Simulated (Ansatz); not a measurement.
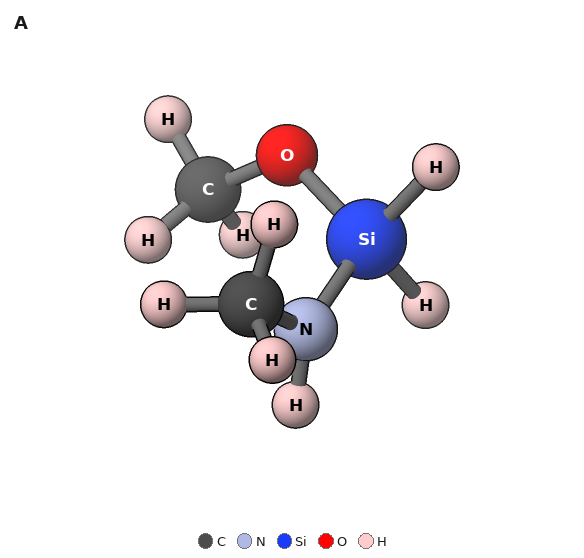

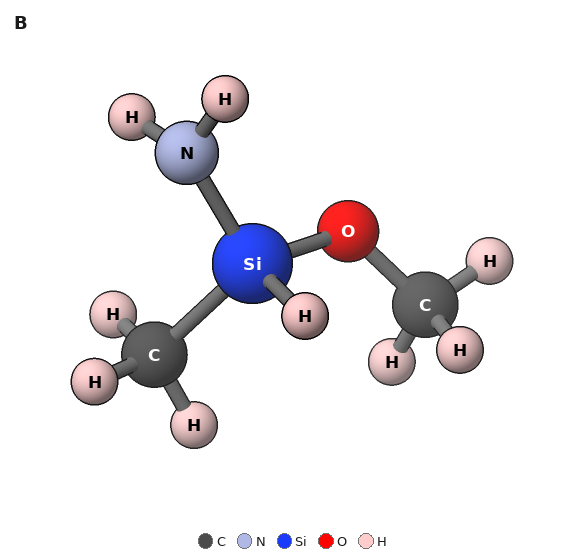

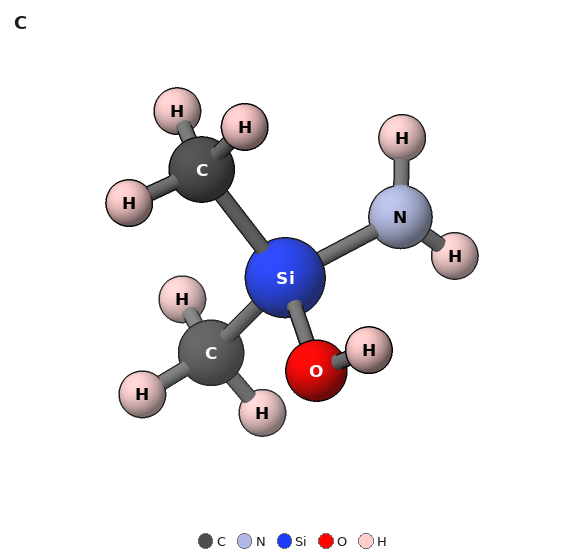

3 stationary structures of one formula. Geometries: PBE0-D4/def2-TZVP. Electronic energies: CCSD(T)/CBS (MP2 limit from def2-TZVPP and def2-QZVPP plus CCSD(T) − MP2) (Ansatz 0.2.0), without zero-point energy. No frequency run is at hand to confirm each as a minimum. Each is one conformer, not always the lowest.

Which is lowest in energy, and by how much?

Answer. C is lowest; B lies 1.109 eV above it, A lies 1.998 eV above it. A is `CN[SiH2]OC`, B is `CO[Si@H](C)N`, C is `C[Si](C)(N)O`.
